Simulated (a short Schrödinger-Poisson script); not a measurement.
System: MOS inversion layer, Si3N4 on p-type Si(100), at 300 K.

| layer | material | thickness (nm) | Na (cm⁻³) |
|---|---|---|---|
| 1 | Si3N4 | 5.4 | - |
| 2 | Si | 940 | 2.1e17 |

The device is made up for the run: typed textbook-type constants, with dimensions and the other settings drawn at random. Si3N4: permittivity 7.5, conduction-band edge (eV) 1.95, gap (eV) 5.1, electron mass (mₑ) 0.5. Si: permittivity 11.7, conduction-band edge (eV) 0, gap (eV) 1.124, Nv at 300 K (cm⁻³) 3.1e19.

Channel valleys (confinement mass, in-plane density-of-states mass, number): Δ2 0.916, 0.19, 2; Δ4 0.19, 0.417, 4. At the gate the conduction-band edge of layer 1 lies 2.16 eV − eVg above the Fermi level of the channel; the field vanishes at the back. Gaps are held at their typed values at every temperature. Mesh 0.03 nm at interfaces.

From a short Schrödinger-Poisson script (our own, NumPy): 1D Poisson equation in equilibrium, electrons quantum, Hartree (BenDaniel-Duke, 12 states a valley, the channel's in-plane mass for all, wave functions ending at the dielectric), parabolic valleys, classical holes, full ionisation, no traps, pinning or gate leakage.

Only gate voltages with over 1e8 electrons/cm² are shown.

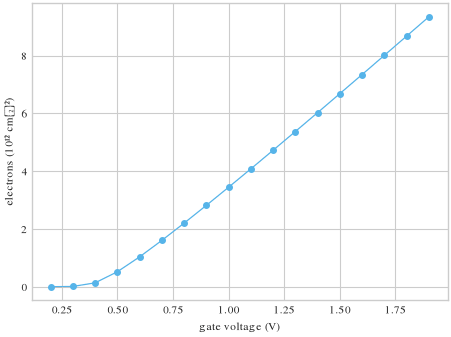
Sheet density against gate voltage

```
Vg (V)  electrons (cm⁻²)  C (μF/cm²)  Δ2 E0 (meV)  Δ2 E1 (meV)  Δ4 E0 (meV)  Δ4 E1 (meV)
------  ----------------  ----------  -----------  -----------  -----------  -----------
0.2               3.40e8       0.136        262.1        308.7        305.1        382.0
0.3               9.03e9       0.168        176.3        224.8        221.0        301.2
0.4              1.34e11       0.493        105.3        156.2        152.3        235.3
0.5              5.17e11       0.782         68.3        122.5        118.6        204.1
0.6              1.03e12       0.892         48.2        105.9        102.1        189.7
0.7              1.60e12       0.946         34.5         95.9         92.1        181.4
0.8              2.20e12       0.978         24.1         88.8         85.1        176.1
0.9              2.81e12       0.999         15.5         83.5         79.9        172.2
1                3.44e12        1.02          8.2         79.2         75.7        169.3
1.1              4.08e12        1.03          1.6         75.7         72.2        166.9
1.2              4.72e12        1.04         -4.3         72.6         69.2        165.0
1.3              5.37e12        1.04         -9.8         70.0         66.6        163.4
1.4              6.02e12        1.05        -14.9         67.6         64.2        162.0
1.5              6.68e12        1.06        -19.8         65.4         62.1        160.8
1.6              7.34e12        1.06        -24.4         63.4         60.1        159.7
1.7              8.00e12        1.07        -28.8         61.5         58.3        158.8
1.8              8.67e12        1.07        -33.1         59.8         56.6        157.9
1.9              9.34e12        1.07        -37.2         58.1         55.0        157.1
```

Subbands count from the Fermi level.
